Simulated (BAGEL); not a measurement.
# Si2H3F3 (SMILES F[Si](F)(F)[SiH3]): a chain of runs

We compute the energy (HF/def2-SVP), then a single-point energy (NEVPT2(2,2)/def2-SVP) of Si2H3F3. 

Program for the calculation: BAGEL 1.2.2.

### Step 1. Starting point

Si2H3F3: 8 atoms, total charge 0, spin state singlet. As SMILES, `F[Si](F)(F)[SiH3]`. One bond was lengthened or shortened from a relaxed shape.

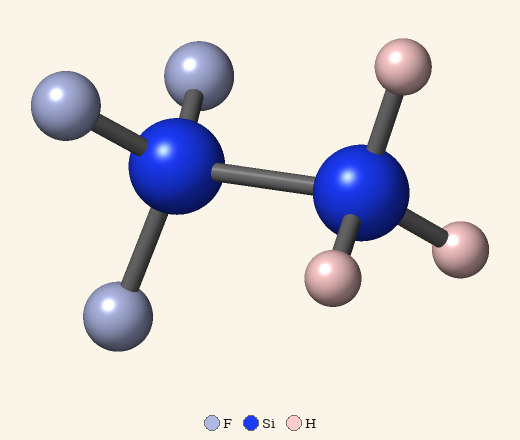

The structure, seen from a chosen angle (fluorine light blue, silicon blue, hydrogen pink).

### Step 2. A single-point energy at HF/def2-SVP (density fitting with svp-jkfit) (run 1)

input.json reads:

```json
{ "bagel": [

{
  "title": "molecule",
  "basis": "svp",
  "df_basis": "svp-jkfit",
  "angstrom": true,
  "geometry": [
    { "atom": "F", "xyz": [    1.151329,   -1.020692,    1.676150 ] },
    { "atom": "Si", "xyz": [    0.375229,   -0.950692,    0.299850 ] },
    { "atom": "F", "xyz": [   -0.638471,   -2.164692,    0.279250 ] },
    { "atom": "F", "xyz": [    1.595600,   -1.255900,   -1.013900 ] },
    { "atom": "Si", "xyz": [   -0.709871,    1.090208,    0.018750 ] },
    { "atom": "H", "xyz": [   -1.684771,    1.267708,    1.123250 ] },
    { "atom": "H", "xyz": [    0.301429,    2.175608,    0.048550 ] },
    { "atom": "H", "xyz": [   -1.412471,    1.080208,   -1.288150 ] }
  ]
},
{
  "title": "hf"
},
{
  "title": "print",
  "file": "orbitals.molden",
  "orbitals": true
}

]}
```

On the command line:

```bash
$ BAGEL_NUM_THREADS=1 BAGEL input.json > input.out
```

Output:

```text
* using 1 threads per process

  ===============================================================
  ===============================================================

  *** Geometry ***

  { "atom" : "F", "xyz" : [      2.175696,     -1.928828,      3.167464 ] },
  { "atom" : "Si", "xyz" : [      0.709080,     -1.796548,      0.566634 ] },
  { "atom" : "F", "xyz" : [     -1.206535,     -4.090675,      0.527706 ] },
  { "atom" : "F", "xyz" : [      3.015247,     -2.373307,     -1.915993 ] },
  { "atom" : "Si", "xyz" : [     -1.341462,      2.060195,      0.035432 ] },
  { "atom" : "H", "xyz" : [     -3.183756,      2.395621,      2.122635 ] },
  { "atom" : "H", "xyz" : [      0.569618,      4.111303,      0.091746 ] },
  { "atom" : "H", "xyz" : [     -2.669183,      2.041297,     -2.434251 ] },

  Number of auxiliary basis functions:      541

  Since a DF basis is specified, we compute 2- and 3-index integrals:
    o Being stored without compression. Storage requirement is 0.037 GB

  Number of basis functions:       93
  Number of electrons      :       58

    * METHOD: MOLECULE                             0.30

  *** RHF ***

  === Nuclear Repulsion ===
   307.4113642962

      * DIIS with orbital gradients will be used.

  === RHF iteration (svp) ===
      0       -877.32177514          0.02167610           0.11
      1       -877.52634304          0.01452213           0.12
      2       -877.65877081          0.00119452           0.11
      3       -877.66043556          0.00038234           0.11
      4       -877.66055863          0.00010862           0.12
      5       -877.66057195          0.00002313           0.12
      6       -877.66057300          0.00000648           0.12
      7       -877.66057309          0.00000153           0.11
      8       -877.66057310          0.00000046           0.11
      9       -877.66057310          0.00000018           0.11
     10       -877.66057310          0.00000004           0.12
     11       -877.66057310          0.00000001           0.11
     12       -877.66057310          0.00000001           0.11
    * SCF iteration converged.

    * Permanent dipole moment:
           (    0.772184,    -0.959861,    -0.203795) a.u.

    * METHOD: HF                                   1.70

    * METHOD: PRINT                                0.02

  ===============================================================
```

Wall time 2.1 s (1 thread of Arm Neoverse V1, shared host); peak memory 0.15 GiB.

### Step 3. The energy at NEVPT2(2,2)/def2-SVP (density fitting with svp-jkfit) (run 2)

input.json: that of step 2 with these lines changed.

```diff
@@ -6,3 +6,3 @@
   "df_basis": "svp-jkfit",
-  "angstrom": true,
+  "angstrom": "true",
   "geometry": [
@@ -22,5 +22,15 @@
 {
+  "title": "nevpt2",
+  "nstate": 1,
+  "nact": 2,
+  "nclosed": 28,
+  "active": [24, 30],
+  "maxiter": 200,
+  "natocc": "true",
+  "ncore": 13
+},
+{
   "title": "print",
   "file": "orbitals.molden",
-  "orbitals": true
+  "orbitals": "true"
 }
```

On the command line:

```bash
$ BAGEL_NUM_THREADS=1 BAGEL input.json > input.out
```

Output:

```text
* using 1 threads per process

  ===============================================================
  ===============================================================

  *** Geometry ***

  { "atom" : "F", "xyz" : [      2.175696,     -1.928828,      3.167464 ] },
  { "atom" : "Si", "xyz" : [      0.709080,     -1.796548,      0.566634 ] },
  { "atom" : "F", "xyz" : [     -1.206535,     -4.090675,      0.527706 ] },
  { "atom" : "F", "xyz" : [      3.015247,     -2.373307,     -1.915993 ] },
  { "atom" : "Si", "xyz" : [     -1.341462,      2.060195,      0.035432 ] },
  { "atom" : "H", "xyz" : [     -3.183756,      2.395621,      2.122635 ] },
  { "atom" : "H", "xyz" : [      0.569618,      4.111303,      0.091746 ] },
  { "atom" : "H", "xyz" : [     -2.669183,      2.041297,     -2.434251 ] },

  Number of auxiliary basis functions:      541

  Since a DF basis is specified, we compute 2- and 3-index integrals:
    o Being stored without compression. Storage requirement is 0.037 GB

  Number of basis functions:       93
  Number of electrons      :       58

    * METHOD: MOLECULE                             0.30

  *** RHF ***

  === Nuclear Repulsion ===
   307.4113642962

      * DIIS with orbital gradients will be used.

  === RHF iteration (svp) ===
      0       -877.32177514          0.02167610           0.12
      1       -877.52634304          0.01452213           0.12
      2       -877.65877081          0.00119452           0.11
      3       -877.66043556          0.00038234           0.12
      4       -877.66055863          0.00010862           0.11
      5       -877.66057195          0.00002313           0.12
      6       -877.66057300          0.00000648           0.11
      7       -877.66057309          0.00000153           0.11
      8       -877.66057310          0.00000046           0.11
      9       -877.66057310          0.00000018           0.12
     10       -877.66057310          0.00000004           0.11
     11       -877.66057310          0.00000001           0.10
     12       -877.66057310          0.00000001           0.11
    * SCF iteration converged.

    * Permanent dipole moment:
           (    0.772184,    -0.959861,    -0.203795) a.u.

    * METHOD: HF                                   1.69

    * freezing 13 orbitals
  ---------------------------
      CASSCF calculation
  ---------------------------

    ==== Active orbitals : =====
         Orbital 24
         Orbital 30
    ============================

    * nstate   :      1
    * nclosed  :     28
    * nact     :      2
    * nvirt    :     63
  === CASSCF iteration (svp) ===

    * Using the second-order algorithm

      0  0      -877.66073608     5.69e-05      0.03

      1  0      -877.66505251     8.24e-04      0.51

      2  0      -877.67847786     1.14e-03      0.57

      3  0      -877.68162506     4.15e-04      0.72

      4  0      -877.68190964     2.22e-04      0.71

      5  0      -877.68193153     1.21e-04      0.75

      6  0      -877.68193513     5.84e-05      0.77

      7  0      -877.68193586     2.71e-05      0.78

      8  0      -877.68193601     1.24e-05      0.78

      9  0      -877.68193605     5.67e-06      0.78

     10  0      -877.68193605     2.59e-06      0.76

     11  0      -877.68193605     1.18e-06      0.76

     12  0      -877.68193605     5.37e-07      0.79

     13  0      -877.68193605     2.45e-07      0.80

     14  0      -877.68193605     1.12e-07      0.75

     15  0      -877.68193605     5.09e-08      0.69

     16  0      -877.68193605     2.32e-08      0.66

     17  0      -877.68193605     1.06e-08      0.61

     18  0      -877.68193605     4.81e-09      0.53

    * Second-order optimization converged. *

     guess   0:   closed 1.                   open ..

  === FCI iteration ===

      0  0      -877.66002680     1.04e-01      0.00
      1  0      -877.68180019     6.28e-03      0.00
      2  0 *    -877.68193605     1.03e-15      0.00

     * ci vector, state   0, <S^2> = 0.0000
       2.     0.9944973309
       .2    -0.1047619152

  === DF-NEVPT2 calculation ===

    * 3-index integral transformation done
    * assembly done

      NEVPT2 correlation energy:   -0.7239819105      0.27

          (+0)     -0.6216536604
          (+0)'    -0.0506335096
          (+1)     -0.0125277340
          (+1)'    -0.0000000000
          (+2)     -0.0005586066
          (-1)     -0.0338038067
          (-1)'     0.0000000000
          (-2)     -0.0048045931

      NEVPT2 total energy:       -878.4059179646

    * METHOD: NEVPT2                              13.52

    * METHOD: PRINT                                0.02

  ===============================================================
```

It took 16 s on 1 thread of Arm Neoverse V1, shared host; peak memory 0.15 GiB.

### Step 4. What came out

```
                                 quantity          value
         run 1, HF/def2-SVP: total energy  -877.66057 Eh
        run 1, HF/def2-SVP: dipole moment         3.17 D
          run 1, HF/def2-SVP: HOMO energy      -12.93 eV
          run 1, HF/def2-SVP: LUMO energy        2.88 eV
        run 1, HF/def2-SVP: HOMO–LUMO gap       15.81 eV
run 2, NEVPT2(2,2)/def2-SVP: total energy  -878.40592 Eh
```
